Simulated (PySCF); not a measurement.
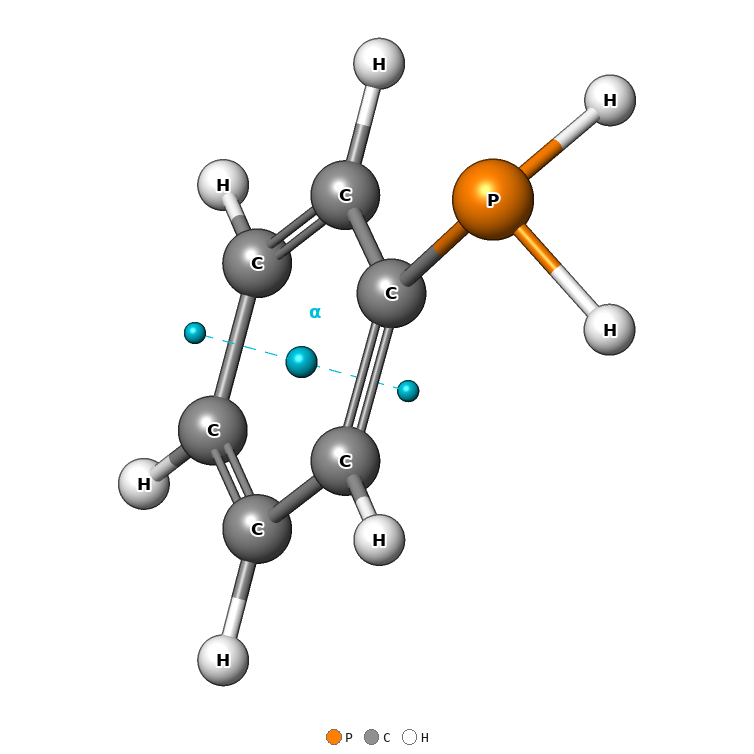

The small points mark where nucleus-independent chemical shifts (NICS) were computed: at the centre of each lettered ring and 1 Å above and below it. Computed geometry: PBE0-D3(BJ)/def2-SVP optimisation. No frequency run is at hand to confirm it as a minimum. Method: GIAO PBE0/pcSseg-1 NMR shielding, non-relativistic, gas phase (PySCF 2.14.0).

Give NICS(0), NICS(1) and the out-of-plane component NICS(1)zz for each ring (means of the two sides).

```csv
ring,members,NICS(0),NICS(1),NICS(1)zz
α,C6,−8.0,−10.9,−27.1
```

Values in ppm.

> What do the values say about the ring currents?

Ring α: diatropic, as in an aromatic ring. NICS is one index among several.
